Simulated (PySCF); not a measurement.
H3N, SMILES `N`.

Level of theory: cc-pVDZ basis (PySCF), at a geometry from GFN2-xTB. No frequency check shows the geometry to be a minimum.

The calculation's input:

```python
import numpy as np
from pyscf import gto, scf, mcscf

mol = gto.M(atom='''
N      0.00002    -0.00002     0.11002
H      0.87174    -0.36201    -0.25676
H     -0.74953    -0.57379    -0.25671
H     -0.12233     0.93596    -0.25667
''', basis='cc-pvdz', charge=0, spin=0, verbose=4)
# stretch the bond between atoms 1 and 3, from long to short, fragments rigid
a, b, move = 0, 2, [2]
xyz = mol.atom_coords(unit='Angstrom')
u = xyz[b] - xyz[a]
r0 = np.linalg.norm(u)
rows, last, dm_u = [], None, None
for r in [2.86, 2.24, 1.84, 1.58, 1.38, 1.22, 1.12, 1.02, 0.94]:
    new = xyz.copy()
    new[move] += u / r0 * (r - r0)
    m = mol.set_geom_(new, unit='Angstrom', inplace=False)
    rhf = scf.RHF(m).density_fit(auxbasis='def2-universal-jkfit').run()
    uhf = scf.UHF(m).density_fit(auxbasis='def2-universal-jkfit').newton()
    if dm_u is None:
        c = rhf.mo_coeff
        h = m.nelectron // 2 - 1
        ca, cb = c.copy(), c.copy()
        ca[:, h], cb[:, h] = (c[:, h] + c[:, h + 1]) / 2**.5, (c[:, h] - c[:, h + 1]) / 2**.5
        dm_u = np.array([x[:, :h + 1] @ x[:, :h + 1].T for x in (ca, cb)])
    uhf.kernel(dm0=dm_u)
    for _ in range(3):
        c, _, stable, _ = uhf.stability(return_status=True)
        if stable:
            break
        uhf.kernel(c, uhf.mo_occ)
    dm_u = uhf.make_rdm1()
    mc = mcscf.CASSCF(rhf, 2, 2)
    mc.natorb = True
    mc.fix_spin_(ss=0)
    guess = mcscf.addons.make_natural_orbitals(uhf)[1] if last is None else mcscf.project_init_guess(mc, last.mo_coeff, last.mol)
    mc.kernel(guess)
    last = mc
    act = slice(mc.ncore, mc.ncore + mc.ncas)
    print('r %.3f  RHF %.6f  UHF %.6f  <S^2> %.3f  CASSCF %.6f  occupations' % (r, rhf.e_tot, uhf.e_tot, uhf.spin_square()[0], mc.e_tot), mc.mo_occ[act].round(4))
    rows.append((new, rhf.e_tot, uhf.e_tot, uhf.spin_square()[0], mc.e_tot, mc.mo_occ[act], mc.mo_coeff[:, act], dm_u[0] - dm_u[1], rhf.converged and uhf.converged and mc.converged))
    np.savez('result.npz', **{k: [row[i] for row in rows] for i, k in enumerate('xyz rhf uhf s2 cas occ c spin ok'.split())})
```

Command:

```sh
OMP_NUM_THREADS=1 python input.py
```

The run took 5.3 s on 1 thread of Arm Neoverse V2, on a shared host, peak memory 0.2 GiB.

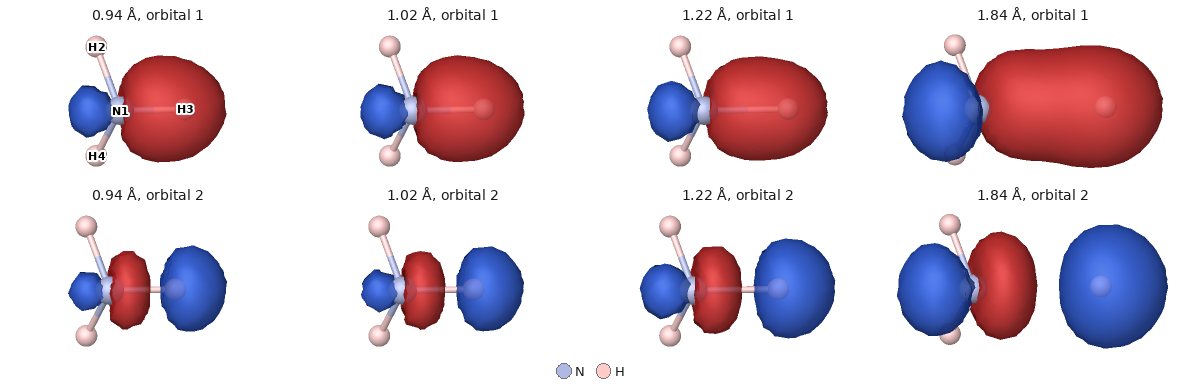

Rigid stretch of the N1–H3 bond. The two CASSCF(2,2) natural orbitals nearest half filling (orbital 1 the more occupied).

> How do the occupations change along the stretch?

0.94 Å: 1.99 and 0.01; 1.02 Å: 1.98 and 0.02; 1.22 Å: 1.96 and 0.04; 1.84 Å: 1.74 and 0.26. At the longest distance computed (2.86 Å) they are 1.19 and 0.81, and the effective number of unpaired electrons is 1.9.

> Where does the UHF solution part from RHF?

Between 1.38 Å (⟨S²⟩ = 0, the two coincide) and 1.58 Å (⟨S²⟩ = 0.38); at 2.86 Å ⟨S²⟩ is 1.00 and UHF lies 4.6 eV below RHF.

> How much energy does the stretch cost?

By CASSCF, 4.1 eV from the lowest point of the scan (1.02 Å) to 2.86 Å; RHF gives 8.1 eV from its own lowest point. The fragments aren't relaxed and dynamic correlation is missing, so this isn't a bond dissociation energy.
